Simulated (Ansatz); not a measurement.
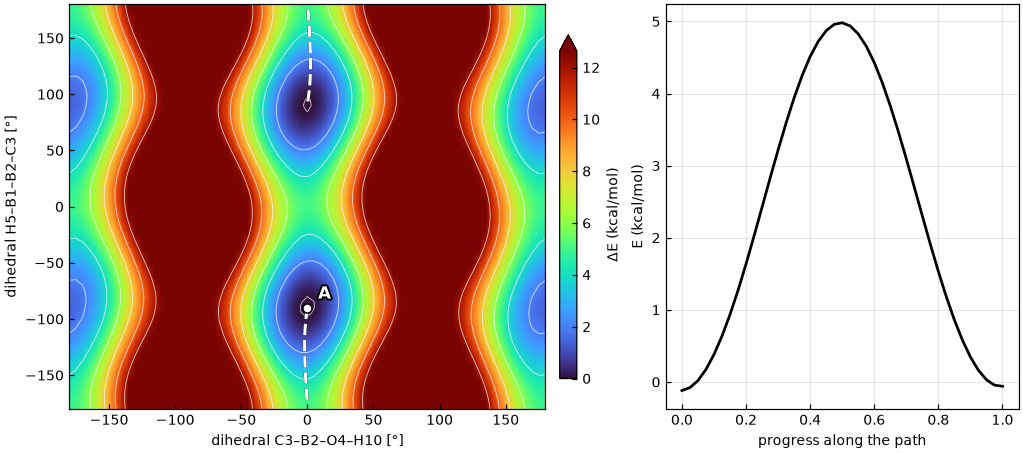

CH₆B₂O, SMILES BB(C)O. The first coordinate is: dihedral C3–B2–O4–H10; the second: dihedral H5–B1–B2–C3. Nothing is relaxed (all other coordinates rigid). Grid: 18 × 18 points. All energies are given in kcal/mol relative to the lowest grid point. Theory: RKS CAM-B3LYP-D4/def2-SVP in Ansatz.

In the figure: a smooth colour map with a few white contour lines, a line along the lowest path, one colour for all values above the top of the scale, the energy along the path at the right, the start A. Between grid points the surface is interpolated.

Question: Describe the path and its barrier.

Answer: The easiest path leads from the well at about dihedral C3–B2–O4–H10 = 0°, dihedral H5–B1–B2–C3 = −90° to the well at about dihedral C3–B2–O4–H10 = 0°, dihedral H5–B1–B2–C3 = 90°, about 0.058 kcal/mol higher (on a rigid scan; wells that are mirror images or exchange like atoms can differ by this much). Its highest point lies about 5.1 kcal/mol above the bottom of the first well on the interpolated surface, at dihedral C3–B2–O4–H10 = 0°, dihedral H5–B1–B2–C3 = −180°. The start is the relaxed structure and all else is held, so a fully relaxed path at this level can only be lower.
